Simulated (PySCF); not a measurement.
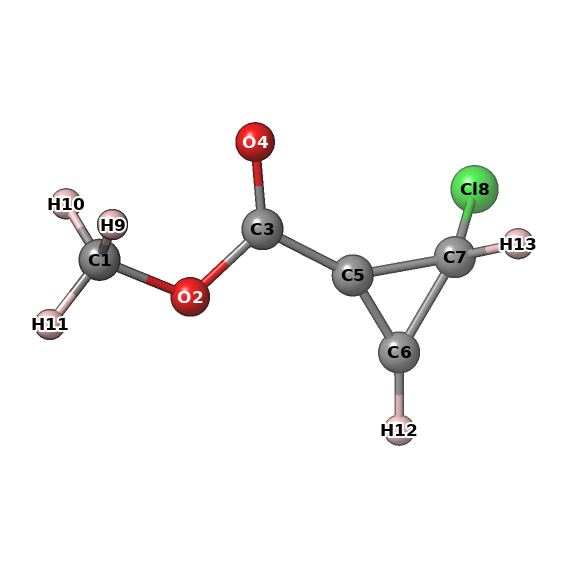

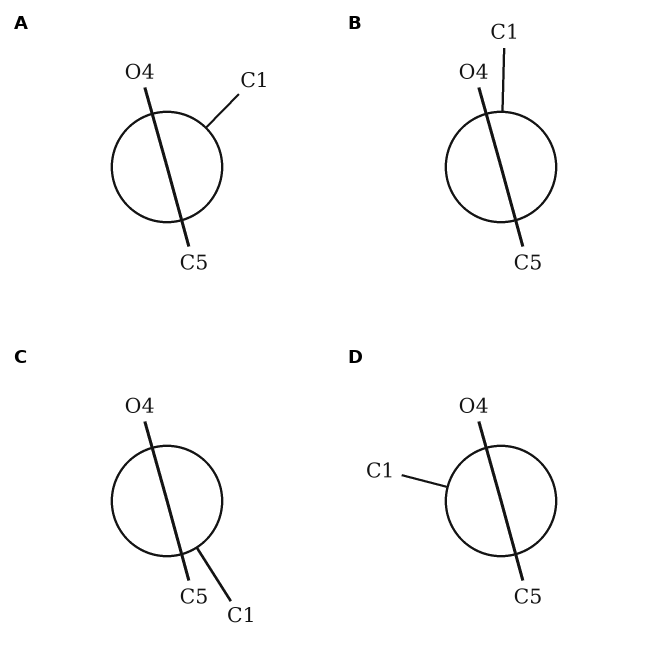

Distant atoms are faded towards the background colour. Bonds that would overlap in a projection are set slightly apart. Computed geometry: PBE0-D3(BJ)/def2-SVP optimisation. No frequency run is at hand to confirm it as a minimum.

**Which Newman projection shows the view along C3–O2, with C3 in front?**

B. The torsion angle O4–C3–O2–C1 is 0°, synperiplanar (eclipsed).
